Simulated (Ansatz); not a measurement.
**UHF/STO-3G run of N2H3 (hydrazinyl radical)**

Aim: the energy change on altering one bond length of N2H3 (hydrazinyl radical) at UHF/STO-3G, from 2 runs. 

Program for the calculation: Ansatz 0.2.0.

34 further runs of the same task are left out: 34 set aside as unsound or not needed.

**1. Starting point**

N2H3 has 5 atoms, charge 0, and is taken as a doublet. SMILES: `[NH]N`. The shape is that of a GFN2-xTB optimisation. This is one conformer, not always the lowest.

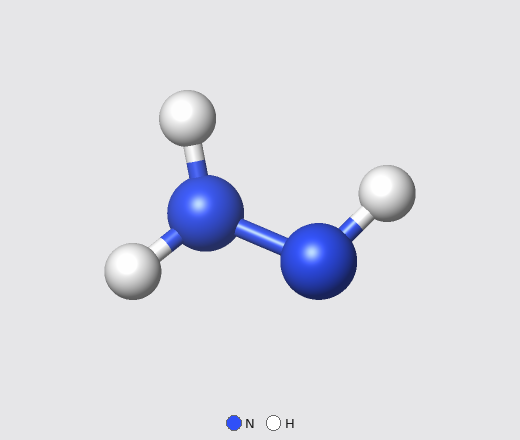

Viewed from a chosen angle; nitrogen blue, hydrogen white.

**2. The energy at UHF/STO-3G**

input.yaml reads:

```yaml
crystal:
  periodic: [false, false, false]
  atoms:
    - {symbol: N, position_ang: [-0.174970, -0.805480, 0.447260]}
    - {symbol: N, position_ang: [-0.126270, 0.251970, -0.365880]}
    - {symbol: H, position_ang: [0.751750, -0.989150, 0.831090]}
    - {symbol: H, position_ang: [-1.043070, 0.577800, -0.638700]}
    - {symbol: H, position_ang: [0.592550, 0.964850, -0.273770]}
basis:
  gaussian:
    orbitals: STO-3G
total_charge: 0
magnetization:
  spin_polarized: true
  initial_magnetization: 1
hamiltonian:
  xc: hf
accuracy: high
```

Command:

```sh
$ ansatz run input.yaml --threads 1 --pin off --max-ram 2610MiB --events-out events.jsonl --progress --plain --runs-dir runs
```

Output:

```text
Warning: RAYON_NUM_THREADS=1 ignored (pool sized by the plan → 1); use --threads N
Functional definition: HF
  name "HF"
  exchange = exact_x
  correlation = 0
209 factors; integrals over basis functions are off by at most 1.2e-8 eV
mean field evaluation 1: about -2968.4034 eV, gradient 1.2e1 eV
mean field evaluation 2: about -2968.5144 eV, gradient 1.2e1 eV
mean field evaluation 4: about -2969.7585 eV, gradient 2.2e0 eV
mean field evaluation 8: about -2969.9148 eV, gradient 5.8e-4 eV
mean field -2969.91284025 eV, -109.1422838001 hartree, gradient 2.0e-8 eV, S^2 0.755266; 0 other end points of the search recorded, 0 dependent functions left out
reference -2969.91284025 eV, -109.1422838001 hartree; 9, 8 occupied and 4, 5 virtual orbitals, 209 factors
Total energy: -2969.91284025 eV, -109.1422838001 hartree
```

It took 0.08 s on 1 thread of Arm Neoverse V1, shared host.

**3. The distorted shape**

molecule.yaml reads:

```yaml
basis:
  gaussian: {orbitals: STO-3G}
crystal:
  periodic: [false, false, false]
  atoms:
    - {symbol: "N", position_ang: [-0.406672, -0.759558, 0.351293]}
    - {symbol: N, position_ang: [-0.357972, 0.297892, -0.461847]}
    - {symbol: H, position_ang: [0.751750, -0.989150, 0.831090]}
    - {symbol: H, position_ang: [-1.274772, 0.623722, -0.734667]}
    - {symbol: H, position_ang: [0.360848, 1.010772, -0.369737]}
magnetization: {spin_polarized: true, initial_magnetization: 1}
hamiltonian: {xc: hf}
accuracy: high
```

Command:

```sh
$ ansatz run molecule.yaml --threads 1 --pin off --max-ram 2610MiB --events-out events.jsonl --progress --plain --runs-dir runs
```

Output:

```text
Warning: RAYON_NUM_THREADS=1 ignored (pool sized by the plan → 1); use --threads N
[... 4 set-up lines as earlier in the session ...]
209 factors; integrals over basis functions are off by at most 1.3e-8 eV
mean field evaluation 1: about -2967.6644 eV, gradient 1.1e1 eV
mean field evaluation 2: about -2967.7709 eV, gradient 1.1e1 eV
mean field evaluation 4: about -2968.9373 eV, gradient 2.2e0 eV
mean field evaluation 8: about -2969.1001 eV, gradient 1.8e-1 eV
mean field evaluation 16: about -2969.0992 eV, gradient 1.5e-8 eV
mean field -2969.09916125 eV, -109.1123816484 hartree, gradient 2.7e-8 eV, S^2 0.775058; 0 other end points of the search recorded, 0 dependent functions left out
reference -2969.09916125 eV, -109.1123816484 hartree; 9, 8 occupied and 4, 5 virtual orbitals, 209 factors
Total energy: -2969.09916125 eV, -109.1123816484 hartree
```

It took 0.08 s on 1 thread of Arm Neoverse V1, shared host.

**4. Summary of results**

At UHF/STO-3G:

| quantity | value |
| --- | --- |
| first shape: total energy | -109.14228 Eh |
| first shape: ⟨S²⟩ | 0.755 |
| distorted shape: total energy | -109.11238 Eh |
| distorted shape: ⟨S²⟩ | 0.775 |
| energy change with the N1–H3 bond stretched from 1.020 to 1.275 Å | 0.814 eV |

**Reading.** With the N1–H3 bond stretched from 1.020 to 1.275 Å the energy rises by 0.81 eV (78.5 kJ/mol). The first shape isn't relaxed at this level, so the change isn't measured from a minimum. The minimal basis adds a large error of its own.
